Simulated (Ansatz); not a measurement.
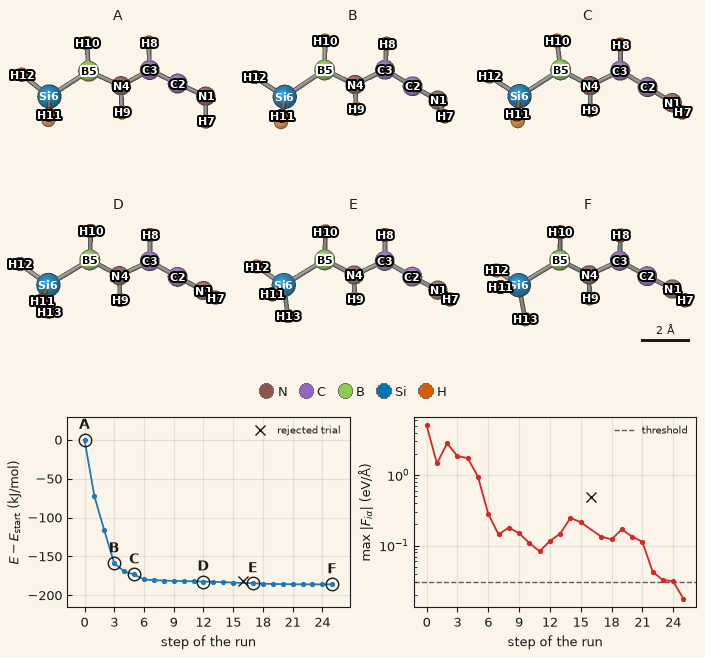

Frames of a relaxation of C$_{2}$H$_{7}$BN$_{2}$Si (coarse preliminary run), marked on the history of the run. The picture is a ball-and-stick view, seen face on.

The start comes from a force field.

Theory: Ansatz, RKS PBE-D4/def2-SVP.

Input file:
```yaml
crystal:
  periodic: [false, false, false]
  atoms:
    - {symbol: N, position_ang: [-0.186700, -3.635100, 1.362700]}
    - {symbol: C, position_ang: [0.283400, -2.521200, 0.914000]}
    - {symbol: C, position_ang: [0.790300, -1.414900, 0.452700]}
    - {symbol: N, position_ang: [0.073000, -0.294500, 0.104200]}
    - {symbol: B, position_ang: [0.615000, 0.979500, -0.434400]}
    - {symbol: Si, position_ang: [-0.524700, 2.499600, -0.899600]}
    - {symbol: H, position_ang: [-1.244600, -3.660800, 1.452800]}
    - {symbol: H, position_ang: [1.938900, -1.340000, 0.364100]}
    - {symbol: H, position_ang: [-1.036400, -0.349600, 0.243900]}
    - {symbol: H, position_ang: [1.786900, 1.088500, -0.510900]}
    - {symbol: H, position_ang: [-1.304800, 2.909400, 0.301000]}
    - {symbol: H, position_ang: [0.327500, 3.607300, -1.355000]}
    - {symbol: H, position_ang: [-1.497100, 2.097100, -1.980800]}
basis:
  gaussian: {orbitals: def2-SVP}
hamiltonian: {xc: pbe, dispersion: d4}
relax: {f_tol: 0.03, max_steps: 200}
```

Launched with:
```bash
ansatz run in.yaml --threads 4 --pin off --events-out ev --progress --plain --max-ram 10444MiB
```

> Describe the path.

The atom that moves furthest after the best rigid fit is H11 (1.05 Å). Largest moves by element: H 1.05 Å, N 0.63 Å, B 0.30 Å, C 0.24 Å, Si 0.03 Å. Near-neighbour distances that change, for instance: N4–H9 1.120 → 1.025 Å, N4–B5 1.486 → 1.407 Å, B5–Si6 1.956 → 2.017 Å, C3–H8 1.154 → 1.101 Å. Among the angles between lasting bonds that change: N1–C2–C3 178.3° → 171.5°, H11–Si6–H12 110.2° → 106.5°, Si6–B5–H10 119.5° → 123.1°. Groups turn about B5–Si6 by about 60°. After 24 accepted moves (25 points after the start) the energy has fallen by 185.9 kJ/mol. Largest force component: 5.1 eV/Å at the start, 0.018 eV/Å at the end. The line search rejected the trial step at point 16 of the run. From step 0 to 3: H7 moves most (0.47 Å), energy −158.9 kJ/mol. From step 3 to 5: H10 moves most (0.24 Å), energy −14.3 kJ/mol. From step 5 to 12: H10 moves most (0.31 Å), energy −9.09 kJ/mol. From step 12 to 17: H12 moves most (0.36 Å), energy −2.22 kJ/mol. From step 17 to 25: H12 moves most (0.45 Å), energy −1.36 kJ/mol.

```json
{"step": "0", "E − E(0), kJ/mol": "0.00", "largest force component, eV/Å": "5.0693", "note": ""}
{"step": "1", "E − E(0), kJ/mol": "-72.70", "largest force component, eV/Å": "1.4633", "note": ""}
{"step": "2", "E − E(0), kJ/mol": "-116.54", "largest force component, eV/Å": "2.8203", "note": ""}
{"step": "3", "E − E(0), kJ/mol": "-158.93", "largest force component, eV/Å": "1.8608", "note": ""}
{"step": "4", "E − E(0), kJ/mol": "-169.16", "largest force component, eV/Å": "1.7442", "note": ""}
{"step": "5", "E − E(0), kJ/mol": "-173.18", "largest force component, eV/Å": "0.9469", "note": ""}
{"step": "6", "E − E(0), kJ/mol": "-179.58", "largest force component, eV/Å": "0.2806", "note": ""}
{"step": "7", "E − E(0), kJ/mol": "-180.55", "largest force component, eV/Å": "0.1439", "note": ""}
{"step": "8", "E − E(0), kJ/mol": "-180.94", "largest force component, eV/Å": "0.1800", "note": ""}
{"step": "9", "E − E(0), kJ/mol": "-181.39", "largest force component, eV/Å": "0.1500", "note": ""}
{"step": "10", "E − E(0), kJ/mol": "-181.64", "largest force component, eV/Å": "0.1083", "note": ""}
{"step": "11", "E − E(0), kJ/mol": "-181.95", "largest force component, eV/Å": "0.0831", "note": ""}
{"step": "12", "E − E(0), kJ/mol": "-182.28", "largest force component, eV/Å": "0.1164", "note": ""}
{"step": "13", "E − E(0), kJ/mol": "-182.59", "largest force component, eV/Å": "0.1477", "note": ""}
{"step": "14", "E − E(0), kJ/mol": "-182.99", "largest force component, eV/Å": "0.2476", "note": ""}
{"step": "15", "E − E(0), kJ/mol": "-183.60", "largest force component, eV/Å": "0.2140", "note": ""}
{"step": "16", "E − E(0), kJ/mol": "-181.82", "largest force component, eV/Å": "0.4904", "note": "rejected"}
{"step": "17", "E − E(0), kJ/mol": "-184.50", "largest force component, eV/Å": "0.1340", "note": ""}
{"step": "18", "E − E(0), kJ/mol": "-184.98", "largest force component, eV/Å": "0.1227", "note": ""}
{"step": "19", "E − E(0), kJ/mol": "-185.34", "largest force component, eV/Å": "0.1696", "note": ""}
{"step": "20", "E − E(0), kJ/mol": "-185.54", "largest force component, eV/Å": "0.1341", "note": ""}
{"step": "21", "E − E(0), kJ/mol": "-185.72", "largest force component, eV/Å": "0.1134", "note": ""}
{"step": "22", "E − E(0), kJ/mol": "-185.82", "largest force component, eV/Å": "0.0427", "note": ""}
{"step": "23", "E − E(0), kJ/mol": "-185.85", "largest force component, eV/Å": "0.0324", "note": ""}
{"step": "24", "E − E(0), kJ/mol": "-185.86", "largest force component, eV/Å": "0.0312", "note": ""}
{"step": "25", "E − E(0), kJ/mol": "-185.86", "largest force component, eV/Å": "0.0176", "note": ""}
```
